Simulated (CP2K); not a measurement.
**CH5AlO3 (SMILES O[C](O)(O)[AlH2]) at GFN2-xTB**

Aim: the energy difference between two shapes of CH5AlO3 at GFN2-xTB, from 2 runs. 

The calculation is run with CP2K 2026.2.

2 further runs of the same task are left out: 1 that didn't finish, 1 set aside as unsound or not needed.

## (1) The system as given

The species is CH5AlO3 (10 atoms), meant as a singlet with charge 0. SMILES: `O[C](O)(O)[AlH2]`. The shape comes from a force field and isn't a relaxed structure. This is one conformer, not always the lowest.

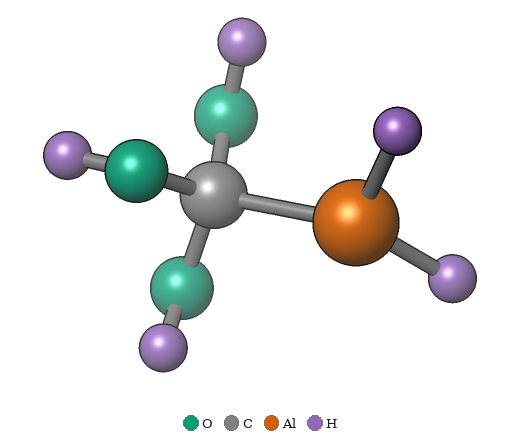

The structure, seen from a chosen angle (oxygen teal, carbon grey, aluminium orange, hydrogen purple).

## (2) Energy and gradient at GFN2-xTB

run.inp

```
&GLOBAL
   PROJECT run
   RUN_TYPE ENERGY_FORCE
   PRINT_LEVEL MEDIUM
&END

&FORCE_EVAL
   METHOD QUICKSTEP
   &DFT
      # Quickstep
      &QS
         METHOD XTB
         EPS_DEFAULT 1.0E-10
         &XTB
            GFN_TYPE TBLITE
            &TBLITE
               METHOD GFN2
            &END
            CHECK_ATOMIC_CHARGES F
         &END
      &END
      # cluster boundary conditions
      &POISSON
         PERIODIC NONE
         POISSON_SOLVER ANALYTIC
      &END
      &SCF
         SCF_GUESS ATOMIC
         EPS_SCF 1.0E-06
         MAX_SCF 150
         ADDED_MOS 2
         &DIAGONALIZATION
            ALGORITHM STANDARD
         &END
         &MIXING
            METHOD DIRECT_P_MIXING
            ALPHA 0.4
         &END
         &SMEAR ON
            METHOD FERMI_DIRAC
            ELECTRONIC_TEMPERATURE [K] 300
         &END
      &END
      # extra output
      &PRINT
         &MOMENTS
            PERIODIC F
            REFERENCE COM
            MAX_MOMENT 1
         &END
         &MO ON
            ENERGIES T
            OCCUPATION_NUMBERS T
            NDIGITS 6
            &EACH
               QS_SCF 0
            &END
            ADD_LAST NUMERIC
         &END
         &HIRSHFELD OFF
         &END
      &END
   &END
   &SUBSYS
      # box in angstrom
      &CELL
         ABC 11.5 12.2 10.6
         PERIODIC NONE
      &END
      &COORD
         O     -0.980800    -0.138100    -1.171000
         C     -0.084600    -0.391800    -0.191500
         O      0.912600    -1.157000    -0.775200
         O     -0.611800    -1.081200     0.863000
         Al     0.695100     1.321200     0.504200
         H     -1.801100     0.354800    -0.732500
         H      1.559500    -1.457900    -0.015600
         H     -1.015700    -1.911000     0.471600
         H     -0.250900     2.254400     1.471900
         H      1.660700     2.155300    -0.421900
      &END
      &TOPOLOGY
         &CENTER_COORDINATES
         &END
      &END
   &END
   # extra output
   &PRINT
      &FORCES ON
      &END
   &END
&END
```

Run with:

```sh
OMP_NUM_THREADS=1 cp2k.psmp -i run.inp > run.out 2>&1
```

Output, cut to the lines that bear on the results:

```text
CP2K| version string:                                       CP2K version 2026.2
[...]
 GLOBAL| Method name                                                        CP2K
[...]
 GLOBAL| Run type                                                   ENERGY_FORCE
[...]
                             - Atoms:                                         10
[...]
                             - Spherical basis functions:                     30
[...]
 Number of electrons:                                                         30
[...]
  *** SCF run converged in    18 steps ***
[...]
  Fermi energy:                                                -0.31340265160525
[...]
 TB_DIPOLE| Moment [Debye]         -0.06837097      -0.90598062       1.46455288
 TB_DIPOLE| Derivative [a.u.]       0.00000000       0.00000000       0.00000000
[...]
 ENERGY| Total FORCE_EVAL ( QS ) energy [hartree]            -17.901321559430247
 FORCES| Atomic forces [hartree/bohr]
 FORCES|   Atom     x               y               z               |f|
 FORCES|      1 -6.66464346E-02  2.83856521E-02 -3.99479253E-03   7.25496441E-02
 FORCES|      2  3.26235182E-02  1.59502007E-02  2.74731605E-02   4.55354520E-02
 FORCES|      3  4.55760041E-02 -2.40724785E-02  1.59573723E-02   5.39564093E-02
 FORCES|      4 -2.56322597E-02 -3.07825547E-02  5.78328525E-03   4.04725190E-02
 FORCES|      5 -1.09375818E-02  3.28920984E-02 -3.40142297E-04   3.46646294E-02
 FORCES|      6  4.13687784E-02 -2.57857058E-02 -2.25019750E-02   5.36900114E-02
 FORCES|      7 -3.04407687E-02  1.25337974E-02 -3.62716449E-02   4.89833512E-02
 FORCES|      8  3.56467951E-03  1.18587681E-02  1.38443929E-02   1.85742977E-02
 FORCES|      9  8.45648255E-03 -1.20729170E-02 -5.17439123E-03   1.56218356E-02
 FORCES|     10  2.06758218E-03 -8.90686058E-03  5.22473493E-03   1.05311403E-02
 FORCES| Sum     4.33680869E-19  9.36750677E-17  2.02095285E-16
 FORCES| Total atomic force                                       2.22750332E-16
[...]
```

It took 0.89 s on 1 thread of AMD EPYC 9R45 (Zen 5), shared host; peak memory 0.19 GiB.

## (3) The distorted shape

mol.inp

```
&GLOBAL
   PROJECT_NAME mol
   RUN_TYPE ENERGY_FORCE
   PRINT_LEVEL MEDIUM
&END GLOBAL
&FORCE_EVAL
   METHOD QS
   &DFT
      # Quickstep
      &QS
         METHOD XTB
         EPS_DEFAULT 1.0E-10
         &XTB
            GFN_TYPE TBLITE
            &TBLITE
               METHOD GFN2
            &END TBLITE
            CHECK_ATOMIC_CHARGES F
         &END XTB
      &END QS
      &POISSON
         PERIODIC NONE
         POISSON_SOLVER ANALYTIC
      &END POISSON
      &SCF
         SCF_GUESS ATOMIC
         EPS_SCF 1.0E-06
         MAX_SCF 150
         ADDED_MOS 2
         &DIAGONALIZATION
            ALGORITHM STANDARD
         &END DIAGONALIZATION
         &MIXING
            METHOD DIRECT_P_MIXING
            ALPHA 0.4
         &END MIXING
         &SMEAR ON
            METHOD FERMI_DIRAC
            ELECTRONIC_TEMPERATURE [K] 300
         &END SMEAR
      &END SCF
      &PRINT
         &MOMENTS
            PERIODIC F
            REFERENCE COM
            MAX_MOMENT 1
         &END MOMENTS
         &MO ON
            ENERGIES T
            OCCUPATION_NUMBERS T
            NDIGITS 6
            &EACH
               QS_SCF 0
            &END EACH
            ADD_LAST NUMERIC
         &END MO
         &HIRSHFELD OFF
         &END HIRSHFELD
      &END PRINT
   &END DFT
   # structure
   &SUBSYS
      &CELL
         ABC 11.5 12.2 10.6
         PERIODIC NONE
      &END CELL
      &COORD
         O     -0.995811    -0.132004    -1.150950
         C     -0.130288    -0.399804    -0.209995
         O      0.926482    -1.133085    -0.760459
         O     -0.607920    -1.057671     0.859767
         Al     0.711013     1.293122     0.496454
         H     -1.792534     0.358119    -0.760436
         H      1.561718    -1.451090    -0.024051
         H     -1.052359    -1.932734     0.460110
         H     -0.248732     2.240107     1.474300
         H      1.676125     2.163278    -0.457635
      &END COORD
      &TOPOLOGY
         &CENTER_COORDINATES
         &END CENTER_COORDINATES
      &END TOPOLOGY
   &END SUBSYS
   # extra output
   &PRINT
      &FORCES ON
      &END FORCES
   &END PRINT
&END FORCE_EVAL
```

Run with:

```sh
OMP_NUM_THREADS=1 cp2k.psmp -i mol.inp -o mol.out
```

Output, cut to the lines that bear on the results:

```text
CP2K| version string:                                       CP2K version 2026.2
[...]
 GLOBAL| Method name                                                        CP2K
[...]
 GLOBAL| Run type                                                   ENERGY_FORCE
[...]
                             - Atoms:                                         10
[...]
                             - Spherical basis functions:                     30
[...]
 Number of electrons:                                                         30
[...]
  *** SCF run converged in    18 steps ***
[...]
  Fermi energy:                                                -0.31233323948744
[...]
 TB_DIPOLE| Moment [Debye]         -0.37460611      -1.28738694       1.19695508
 TB_DIPOLE| Derivative [a.u.]       0.00000000       0.00000000       0.00000000
[...]
 ENERGY| Total FORCE_EVAL ( QS ) energy [hartree]            -17.891971851497328
 FORCES| Atomic forces [hartree/bohr]
 FORCES|   Atom     x               y               z               |f|
 FORCES|      1 -7.53628629E-02  1.94210805E-02 -4.43208411E-02   8.95604625E-02
 FORCES|      2  7.03766772E-02  2.66794794E-02  5.38654040E-02   9.25535146E-02
 FORCES|      3  3.56396618E-02 -2.29062382E-02  5.02612109E-04   4.23690201E-02
 FORCES|      4 -4.33847827E-02 -6.09910682E-02  2.11387068E-03   7.48773546E-02
 FORCES|      5 -8.09191445E-03  3.74146565E-02 -2.64103281E-04   3.82806133E-02
 FORCES|      6  2.78952831E-02 -1.72961470E-02 -1.18956395E-02   3.49114560E-02
 FORCES|      7 -2.82672212E-02  1.25881679E-02 -2.68322914E-02   4.09569240E-02
 FORCES|      8  1.31018600E-02  3.02099781E-02  2.53903259E-02   4.15808870E-02
 FORCES|      9  9.44494337E-03 -1.26563501E-02 -6.41841843E-03   1.70465905E-02
 FORCES|     10 -1.35164425E-03 -1.24635589E-02  7.85908093E-03   1.47963643E-02
 FORCES| Sum     2.66713734E-17 -1.73472348E-17  5.03069808E-17
 FORCES| Total atomic force                                       5.95237854E-17
[...]
```

Wall time 0.86 s (1 thread of AMD EPYC 9R45 (Zen 5), shared host); peak memory 0.19 GiB.

## (4) What came out

Level: GFN2-xTB.

| quantity | value |
| --- | --- |
| first shape: total energy | -17.90132 Eh |
| first shape: dipole moment (from atomic charges alone) | 1.72 D |
| first shape: HOMO energy | -10.05 eV |
| first shape: LUMO energy | -7.63 eV |
| first shape: HOMO–LUMO gap | 2.42 eV |
| first shape: largest force on an atom | 3.731 eV/Å |
| distorted shape: total energy | -17.89197 Eh |
| distorted shape: dipole moment (from atomic charges alone) | 1.80 D |
| distorted shape: HOMO energy | -9.78 eV |
| distorted shape: LUMO energy | -7.60 eV |
| distorted shape: HOMO–LUMO gap | 2.18 eV |
| distorted shape: largest force on an atom | 4.759 eV/Å |
| energy change with the atoms displaced | 0.254 eV |

In words: With the atoms displaced the energy rises by 0.25 eV (24.5 kJ/mol). The first shape isn't relaxed at this level, so the change isn't measured from a minimum. The largest force (first shape) is 3.73 eV/Å: the shape isn't a stationary point for this species at this level. The dipole (first shape) comes from point charges on the atoms alone, without atomic dipoles, so it is partial. The dipole (distorted shape) comes from point charges on the atoms alone, without atomic dipoles, so it is partial.
